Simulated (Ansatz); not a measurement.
## CH3ClOSSi: geometry relaxation

System: CH3ClOSSi, SMILES S[Si]1(Cl)CO1.
Method: RKS LDA/STO-3G (Ansatz 0.2.0).

It belongs to a series of runs on one base structure; here: start relaxed. Figures and captions count atoms from 1; the log counts them from 0 in places.

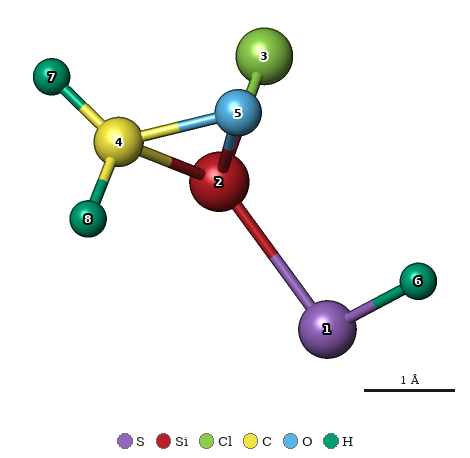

Fig. 1: The starting structure (ball-and-stick view, seen at a tilt; atoms are numbered from 1 in the order of the input).

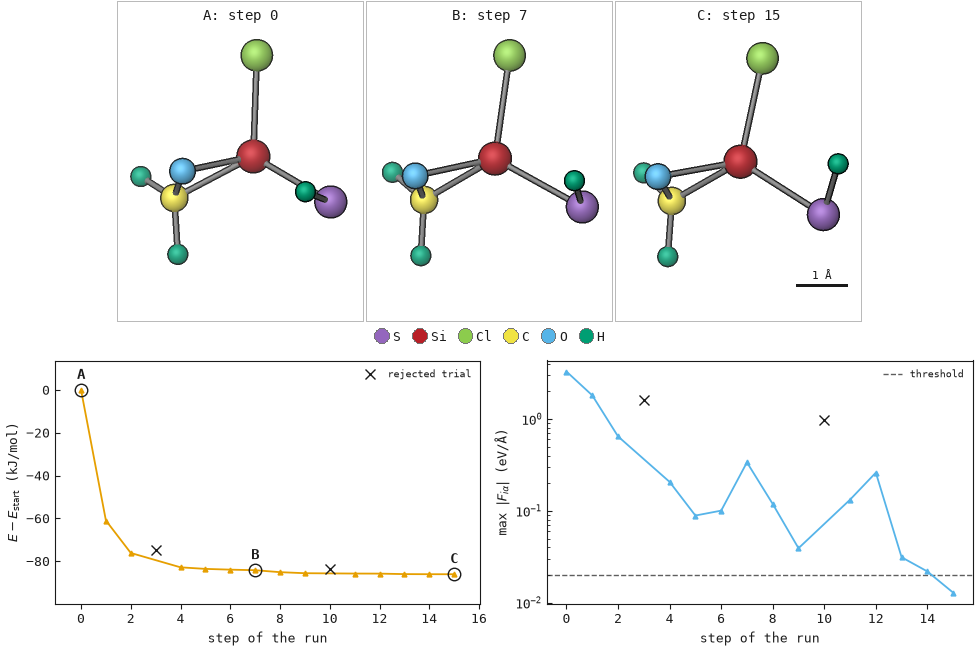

Fig. 2: Frames of the relaxation (ball-and-stick view, seen at a tilt) above the curves, on which the letters mark them (the first geometry is step 0 here and step 1 in the log).

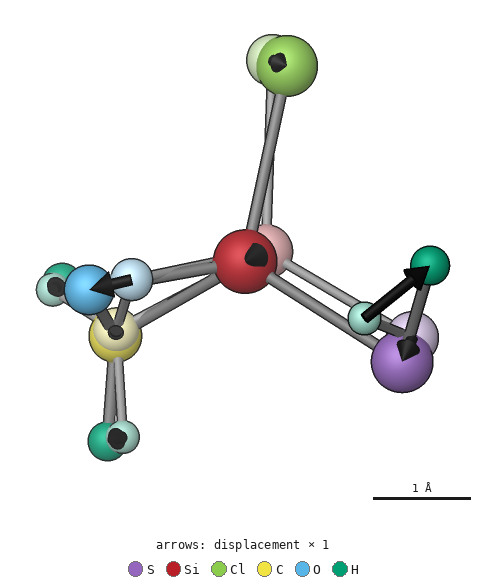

Fig. 3: Start (faint) and end (solid) with the displacements as black arrows, at true length (ball-and-stick view, seen at a tilt). The two geometries are laid on each other by the best rigid fit. The largest move after the best rigid fit is that of H6, 0.90 Å. By element the largest moves are H 0.90 Å, Si 0.47 Å, O 0.46 Å, S 0.33 Å, Cl 0.23 Å, C 0.14 Å. Among the contacts that change: C4–O5 1.383 → 1.518 Å, Si2–Cl3 1.992 → 2.106 Å, S1–Si2 2.047 → 2.100 Å, C4–H7 1.057 → 1.108 Å. Among the angles that change: S1–Si2–O5 106.1° → 122.4°, Cl3–Si2–O5 103.1° → 113.9°, Si2–C4–H8 114.3° → 122.7°. The energy falls by 86.1 kJ/mol in 15 geometry steps. Largest force component: 3.3 eV/Å at the start, 0.013 eV/Å at the end. The line search rejected the trial steps at points 3, 10 (counted from 0) and went back. (Atoms are counted from 1 in the order of the input.)

The input that produced these results follows, with the program's output.

The input
```yaml
crystal:
  periodic: [false, false, false]
  atoms:
    - { symbol: S, position_ang: [-1.0691, 1.3367, 1.3987] }
    - { symbol: Si, position_ang: [0.2685, -0.0095, 0.6317] }
    - { symbol: Cl, position_ang: [2.1722, 0.275, 1.143] }
    - { symbol: C, position_ang: [-0.0872, -1.0715, -0.7761] }
    - { symbol: O, position_ang: [0.279, 0.2388, -1.0255] }
    - { symbol: H, position_ang: [-0.8459, 2.3554, 0.4892] }
    - { symbol: H, position_ang: [0.5444, -1.8899, -0.9952] }
    - { symbol: H, position_ang: [-1.1698, -1.292, -0.9216] }
basis:
  gaussian: { orbitals: STO-3G }
hamiltonian:
  xc: lda
relax:
  f_tol: 0.02
  max_steps: 40
```

Launched with:
```bash
ansatz run input.yaml --threads 1 --pin off --max-ram 2048MiB --backend cpu --events-out ev --progress --plain --runs-dir out
```

Output
```
The last accepted step is kept in [file] (removed where the run ends without a failure and the disk answers)
Engine: ansatz 0.2.0, aarch64-unknown-linux-gnu
Functional definition: SPW92
  exchange = slater_x
  correlation = pw_c
536 factors; integrals over basis functions are off by at most 8.9e-6 eV
mean field evaluation 1: about -33839.1000 eV, gradient 3.1e1 eV
mean field evaluation 2: about -33815.8339 eV, gradient 9.6e1 eV
mean field evaluation 4: about -33842.7239 eV, gradient 5.1e0 eV
mean field evaluation 8: about -33842.7548 eV, gradient 1.0e-1 eV
mean field -33842.75489715 eV, -1243.6983030271 hartree, gradient 2.1e-5 eV, S^2 0.000000; 0 other end points of the search recorded, 0 dependent functions left out
the calculation of the forces begins
reference -33842.75491661 eV, -1243.6983037423 hartree; 32, 32 occupied and 8, 8 virtual orbitals, 536 factors
relax step   1: F+E_penalty+E_count = -33842.75489715 eV  Δ(F+E_penalty+E_count) = +0.000e0 eV  max|allowed force component| = 3.295e0 eV/Å  Δτ_max = 0.0000 Å  (24 SCF iters, accepted)
these checks for a lower state are left out or cut short: starts, cluster_reference, orbital_swaps, neighbouring_geometries, increment
536 factors; integrals over basis functions are off by at most 1.1e-5 eV
mean field evaluation 16: about -33842.8455 eV, gradient 1.1e1 eV
mean field -33843.38683359 eV, -1243.7215262628 hartree, gradient 2.6e-5 eV, S^2 0.000000; 0 other end points of the search recorded, 0 dependent functions left out
[... from here on the field's lines of each further geometry are left out, up to the last ...]
relax step   2: F+E_penalty+E_count = -33843.38683359 eV  Δ(F+E_penalty+E_count) = -6.319e-1 eV  max|allowed force component| = 1.813e0 eV/Å  Δτ_max = 0.1947 Å  (32 SCF iters, accepted)
relax step   3: F+E_penalty+E_count = -33843.54397243 eV  Δ(F+E_penalty+E_count) = -1.571e-1 eV  max|allowed force component| = 6.479e-1 eV/Å  Δτ_max = 0.1946 Å  (27 SCF iters, accepted)
relax step   4: F+E_penalty+E_count = -33843.53190442 eV  Δ(F+E_penalty+E_count) = +1.207e-2 eV  max|allowed force component| = 1.608e0 eV/Å  Δτ_max = 0.1851 Å  (32 SCF iters, rejected (line search))
relax step   5: F+E_penalty+E_count = -33843.61344483 eV  Δ(F+E_penalty+E_count) = -6.947e-2 eV  max|allowed force component| = 2.071e-1 eV/Å  Δτ_max = 0.0902 Å  (25 SCF iters, accepted)
relax step   6: F+E_penalty+E_count = -33843.62103161 eV  Δ(F+E_penalty+E_count) = -7.587e-3 eV  max|allowed force component| = 8.908e-2 eV/Å  Δτ_max = 0.0985 Å  (28 SCF iters, accepted)
relax step   7: F+E_penalty+E_count = -33843.62468904 eV  Δ(F+E_penalty+E_count) = -3.657e-3 eV  max|allowed force component| = 1.007e-1 eV/Å  Δτ_max = 0.0576 Å  (27 SCF iters, accepted)
relax step   8: F+E_penalty+E_count = -33843.62740159 eV  Δ(F+E_penalty+E_count) = -2.713e-3 eV  max|allowed force component| = 3.380e-1 eV/Å  Δτ_max = 0.1020 Å  (26 SCF iters, accepted)
relax step   9: F+E_penalty+E_count = -33843.63688874 eV  Δ(F+E_penalty+E_count) = -9.487e-3 eV  max|allowed force component| = 1.191e-1 eV/Å  Δτ_max = 0.1550 Å  (26 SCF iters, accepted)
relax step  10: F+E_penalty+E_count = -33843.64191646 eV  Δ(F+E_penalty+E_count) = -5.028e-3 eV  max|allowed force component| = 3.925e-2 eV/Å  Δτ_max = 0.0848 Å  (27 SCF iters, accepted)
relax step  11: F+E_penalty+E_count = -33843.62100975 eV  Δ(F+E_penalty+E_count) = +2.091e-2 eV  max|allowed force component| = 9.696e-1 eV/Å  Δτ_max = 0.1928 Å  (34 SCF iters, rejected (line search))
relax step  12: F+E_penalty+E_count = -33843.64360856 eV  Δ(F+E_penalty+E_count) = -1.692e-3 eV  max|allowed force component| = 1.326e-1 eV/Å  Δτ_max = 0.0697 Å  (27 SCF iters, accepted)
relax step  13: F+E_penalty+E_count = -33843.64391593 eV  Δ(F+E_penalty+E_count) = -3.074e-4 eV  max|allowed force component| = 2.612e-1 eV/Å  Δτ_max = 0.0648 Å  (28 SCF iters, accepted)
relax step  14: F+E_penalty+E_count = -33843.64628003 eV  Δ(F+E_penalty+E_count) = -2.364e-3 eV  max|allowed force component| = 3.130e-2 eV/Å  Δτ_max = 0.0623 Å  (27 SCF iters, accepted)
relax step  15: F+E_penalty+E_count = -33843.64676345 eV  Δ(F+E_penalty+E_count) = -4.834e-4 eV  max|allowed force component| = 2.192e-2 eV/Å  Δτ_max = 0.0320 Å  (27 SCF iters, accepted)
the calculation of the forces begins
reference -33843.64693391 eV, -1243.7310847735 hartree; 32, 32 occupied and 8, 8 virtual orbitals, 537 factors
relax step  16: F+E_penalty+E_count = -33843.64691441 eV  Δ(F+E_penalty+E_count) = -1.510e-4 eV  max|allowed force component| = 1.288e-2 eV/Å  Δτ_max = 0.0302 Å  (28 SCF iters, accepted)
537 factors; integrals over basis functions are off by at most 1.0e-5 eV
mean field evaluation 128: about -33842.1557 eV, gradient 2.0e1 eV
mean field -33843.64691441 eV, -1243.7310840567 hartree, gradient 1.7e-5 eV, S^2 0.000000; 1 other end points of the search recorded, 0 dependent functions left out
the calculation of the forces begins
reference -33843.64693391 eV, -1243.7310847735 hartree; 32, 32 occupied and 8, 8 virtual orbitals, 537 factors
Total energy: -33843.64693391 eV, -1243.7310847735 hartree
Atom 0 at    -1.297648     1.416719     1.182711 Å, force     0.012879     0.009801    -0.002301 eV/Å
Atom 1 at     0.191827     0.261175     0.258329 Å, force    -0.002509     0.004810    -0.005819 eV/Å
Atom 2 at     2.065756     0.477397     1.195495 Å, force     0.003415    -0.000005     0.004588 eV/Å
Atom 3 at    -0.128049    -1.207591    -0.741132 Å, force    -0.004851    -0.012076    -0.006953 eV/Å
Atom 4 at     0.284768     0.069565    -1.450147 Å, force    -0.004588    -0.001083     0.008100 eV/Å
Atom 5 at    -0.483907     2.510201     1.293782 Å, force    -0.009211    -0.003838     0.003303 eV/Å
Atom 6 at     0.611265    -2.029300    -0.811081 Å, force     0.002264     0.002533    -0.000788 eV/Å
Atom 7 at    -1.151912    -1.555166    -0.983757 Å, force     0.002600    -0.000143    -0.000129 eV/Å
Dipole moment:    -0.418500     0.073875     0.051462 e Å
```

Trajectory as extended XYZ (Å, eV, eV/Å), 13 of the 16 frames kept, from step=1 to step=16
```
8
Properties=species:S:1:pos:R:3:forces:R:3 step=1 energy=-33842.75490
S    -1.0691    1.3367    1.3987   -1.2357   1.0715   0.8952
Si    0.2685   -0.0095    0.6317   -1.4638   0.0013   0.7854
Cl    2.1722    0.2750    1.1430    2.9398   0.1321   1.1870
C    -0.0872   -1.0715   -0.7761   -3.0012  -1.6379   1.4500
O     0.2790    0.2388   -1.0255    0.9863   3.1271  -3.2954
H    -0.8459    2.3554    0.4892    0.2077  -0.5424   0.1520
H     0.5444   -1.8899   -0.9952    1.5036  -1.7180  -0.8514
H    -1.1698   -1.2920   -0.9216    0.0632  -0.4336  -0.3227
8
Properties=species:S:1:pos:R:3:forces:R:3 step=2 energy=-33843.38683
S    -1.1925    1.3915    1.4940    1.0954  -0.0332  -0.9400
Si    0.2638    0.1592    0.5346    0.1684  -0.5100   0.2341
Cl    2.2950    0.2349    1.2433   -0.8142  -0.0062  -0.1254
C    -0.1167   -1.0946   -0.7532   -1.0474  -1.1985   1.3168
O     0.2367    0.2362   -1.1832    0.6047   1.8132  -0.9314
H    -0.7830    2.3181    0.5462   -0.5583   0.1134   0.5819
H     0.5693   -1.9277   -0.9817    0.3008  -0.0866  -0.1588
H    -1.1804   -1.3746   -0.9559    0.2507  -0.0921   0.0228
8
Properties=species:S:1:pos:R:3:forces:R:3 step=3 energy=-33843.54397
S    -1.1229    1.4149    1.4755    0.3879   0.2435  -0.4590
Si    0.2695    0.1344    0.5078    0.1545   0.2522  -0.1887
Cl    2.2669    0.2079    1.2805   -0.6021  -0.0709  -0.1724
C    -0.1179   -1.1385   -0.7525   -0.2430  -0.1247   0.4355
O     0.2252    0.2397   -1.2166    0.1840   0.0857  -0.1401
H    -0.8556    2.4836    0.6182   -0.0751  -0.6479   0.4446
H     0.5972   -1.9503   -1.0165    0.0159   0.2122   0.0512
H    -1.1704   -1.4488   -0.9522    0.1778   0.0500   0.0290
8
Properties=species:S:1:pos:R:3:forces:R:3 step=5 energy=-33843.61345
S    -1.1091    1.3896    1.4783    0.0539  -0.0935  -0.0095
Si    0.2776    0.1944    0.4408    0.0505  -0.0432  -0.2071
Cl    2.2208    0.1939    1.2765   -0.1568  -0.0220  -0.0530
C    -0.1231   -1.1326   -0.7341    0.0686   0.0118   0.0949
O     0.2604    0.2212   -1.2867   -0.0191  -0.0578   0.1136
H    -0.8611    2.4653    0.6723    0.0015   0.0616   0.0117
H     0.5956   -1.9490   -0.9611   -0.0383   0.1063   0.0517
H    -1.1692   -1.4396   -0.9419    0.0396   0.0367  -0.0022
8
Properties=species:S:1:pos:R:3:forces:R:3 step=6 energy=-33843.62103
S    -1.1265    1.3845    1.4609    0.0189   0.0301  -0.0711
Si    0.2593    0.2152    0.4007    0.0072  -0.0100   0.0644
Cl    2.1830    0.1910    1.2681   -0.0333   0.0196  -0.0551
C    -0.1176   -1.1431   -0.7318   -0.0867  -0.0225  -0.0276
O     0.2359    0.2053   -1.3216    0.0891  -0.0365  -0.0004
H    -0.8096    2.5085    0.7444   -0.0245  -0.0219   0.0672
H     0.6220   -1.9449   -0.9302   -0.0130   0.0394  -0.0064
H    -1.1543   -1.4736   -0.9465    0.0422   0.0018   0.0289
8
Properties=species:S:1:pos:R:3:forces:R:3 step=7 energy=-33843.62469
S    -1.1420    1.3742    1.4469   -0.0081   0.0914  -0.0824
Si    0.2532    0.2213    0.3840   -0.0056   0.0389   0.1007
Cl    2.1736    0.2100    1.2491    0.0370   0.0186  -0.0008
C    -0.1197   -1.1491   -0.7306   -0.0389  -0.0167  -0.0709
O     0.2567    0.1866   -1.3366    0.0264  -0.0216  -0.0359
H    -0.7940    2.5302    0.7954   -0.0094  -0.0897   0.0753
H     0.6185   -1.9561   -0.9058   -0.0074  -0.0064  -0.0127
H    -1.1541   -1.4742   -0.9582    0.0062  -0.0145   0.0267
8
Properties=species:S:1:pos:R:3:forces:R:3 step=9 energy=-33843.63689
S    -1.2322    1.3783    1.3402    0.0159  -0.1191  -0.0180
Si    0.2183    0.2285    0.3439   -0.0958   0.0676  -0.0363
Cl    2.1282    0.3074    1.2204    0.0714   0.0363   0.0452
C    -0.1186   -1.1746   -0.7416   -0.0901  -0.0391   0.0680
O     0.2566    0.1439   -1.3784    0.0294   0.0153  -0.0012
H    -0.6415    2.5602    0.9955    0.0411   0.0628  -0.0007
H     0.6296   -1.9804   -0.8728   -0.0032  -0.0215  -0.0296
H    -1.1483   -1.5204   -0.9629    0.0313  -0.0021  -0.0274
8
Properties=species:S:1:pos:R:3:forces:R:3 step=10 energy=-33843.64192
S    -1.2507    1.3733    1.3026    0.0009  -0.0352  -0.0162
Si    0.2182    0.2409    0.3190   -0.0111  -0.0187  -0.0392
Cl    2.1202    0.3595    1.2178   -0.0020   0.0190   0.0032
C    -0.1232   -1.1845   -0.7373   -0.0337   0.0185  -0.0276
O     0.2746    0.1188   -1.4002   -0.0028   0.0012   0.0393
H    -0.6081    2.5577    1.0734    0.0243   0.0175   0.0100
H     0.6144   -2.0016   -0.8593    0.0063  -0.0062   0.0202
H    -1.1532   -1.5212   -0.9717    0.0182   0.0040   0.0105
8
Properties=species:S:1:pos:R:3:forces:R:3 step=11 energy=-33843.62101 accepted=F
S    -1.2998    1.3845    1.2131    0.6794   0.9696   0.0272
Si    0.1997    0.2538    0.2766    0.0613  -0.0582  -0.0685
Cl    2.0862    0.4496    1.2033   -0.0826   0.0011  -0.0280
C    -0.1263   -1.2035   -0.7407    0.0079   0.0164  -0.0286
O     0.2841    0.0819   -1.4374   -0.0174  -0.0317   0.0885
H    -0.5076    2.5495    1.2377   -0.6597  -0.9404  -0.0081
H     0.6093   -2.0279   -0.8283   -0.0052   0.0367   0.0155
H    -1.1535   -1.5451   -0.9800    0.0163   0.0065   0.0020
8
Properties=species:S:1:pos:R:3:forces:R:3 step=12 energy=-33843.64361
S    -1.2608    1.3772    1.2774    0.0387   0.1225  -0.0294
Si    0.2095    0.2402    0.3039    0.0233   0.0268  -0.0125
Cl    2.1022    0.4054    1.2170   -0.0041  -0.0122  -0.0181
C    -0.1262   -1.1932   -0.7425    0.0000   0.0057   0.0022
O     0.2789    0.1049   -1.4129   -0.0028  -0.0145   0.0300
H    -0.5674    2.5523    1.1297   -0.0581  -0.1326   0.0259
H     0.6106   -2.0137   -0.8476    0.0004   0.0072  -0.0003
H    -1.1547   -1.5303   -0.9808    0.0027  -0.0029   0.0022
8
Properties=species:S:1:pos:R:3:forces:R:3 step=13 energy=-33843.64392
S    -1.2830    1.3841    1.2427    0.1905   0.2612  -0.0232
Si    0.2033    0.2517    0.2886    0.0254  -0.0618  -0.0305
Cl    2.0946    0.4238    1.2053   -0.0391   0.0091  -0.0070
C    -0.1266   -1.1959   -0.7402    0.0137   0.0010   0.0110
O     0.2819    0.0936   -1.4255   -0.0054   0.0027   0.0148
H    -0.5361    2.5397    1.1850   -0.1764  -0.2242   0.0359
H     0.6112   -2.0174   -0.8314   -0.0066   0.0153  -0.0003
H    -1.1532   -1.5366   -0.9804   -0.0021  -0.0033  -0.0006
8
Properties=species:S:1:pos:R:3:forces:R:3 step=15 energy=-33843.64676
S    -1.2929    1.4083    1.1966   -0.0064  -0.0104  -0.0026
Si    0.1958    0.2571    0.2662    0.0062   0.0219  -0.0065
Cl    2.0733    0.4673    1.1986   -0.0030  -0.0033   0.0012
C    -0.1281   -1.2052   -0.7410    0.0015  -0.0197  -0.0155
O     0.2854    0.0747   -1.4439   -0.0074  -0.0016   0.0163
H    -0.4980    2.5179    1.2681    0.0092   0.0116   0.0044
H     0.6097   -2.0278   -0.8175    0.0007   0.0036   0.0034
H    -1.1531   -1.5495   -0.9829   -0.0008  -0.0021  -0.0006
8
Properties=species:S:1:pos:R:3:forces:R:3 step=16 energy=-33843.64691
S    -1.2976    1.4167    1.1827    0.0129   0.0098  -0.0023
Si    0.1918    0.2612    0.2583   -0.0025   0.0048  -0.0058
Cl    2.0658    0.4774    1.1955    0.0034   0.0000   0.0046
C    -0.1280   -1.2076   -0.7411   -0.0049  -0.0121  -0.0070
O     0.2848    0.0696   -1.4501   -0.0046  -0.0011   0.0081
H    -0.4839    2.5102    1.2938   -0.0092  -0.0038   0.0033
H     0.6113   -2.0293   -0.8111    0.0023   0.0025  -0.0008
H    -1.1519   -1.5552   -0.9838    0.0026  -0.0001  -0.0001
```

Results in brief

| quantity | value |
| --- | --- |
| outcome | converged |
| total energy | −33843.6469 eV |
| mean-field energy | −33843.6469 eV |
| largest force (length of the vector) at the end | 0.016 eV/Å |
| hardware | 1 thread of Arm Neoverse V2, 24 GiB of memory available, shared host |
| wall time | 34 s |
| peak memory | 0.17 GiB |
